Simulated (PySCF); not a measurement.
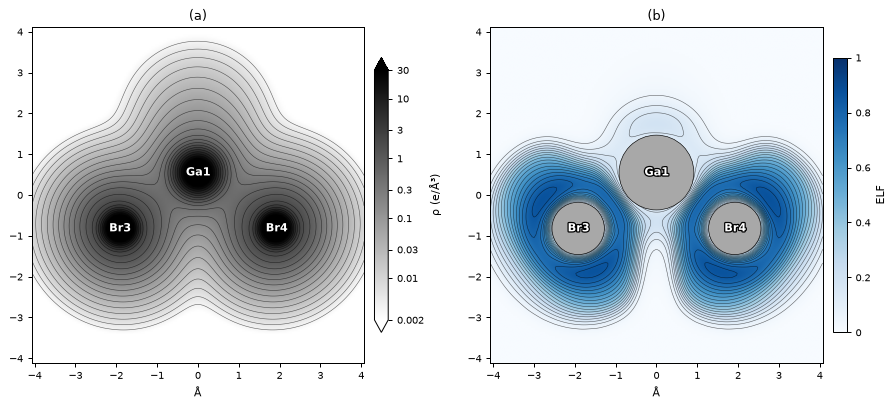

*Br₄Ga (charge −1). (a) total electron density; (b) electron localisation function on the plane of atoms Br3, Ga1 and Br4. Grey discs cover the atomic cores in the ELF map.*

Geometry: PBE0-D3(BJ)/def2-SVP.

The calculation used PySCF 2.14.0, CAM-B3LYP/def2-SVPD, SCF density, gas phase.

```xyz
5

Ga    0.0130   -0.0189    0.0022
Br   -0.1364   -0.0889    2.3548
Br    2.2753   -0.0174   -0.6569
Br   -1.0309    1.9206   -0.8372
Br   -1.0463   -1.9060   -0.9251
```

Read the bonding off the picture.

The plane passes through Ga and Br nuclei.
Ga–Br (2.36 Å): ρ at the midpoint is about 0.57 e/Å³, with its minimum of 0.5 e/Å³ about 1.0 Å from Ga; the ELF peaks at about 0.80 in the valence shell of Br, 1.0 Å from its nucleus, and is about 0.65 at the midpoint.
The ELF also peaks beside Br3 and Br4, away from the bonds: lone-pair regions.
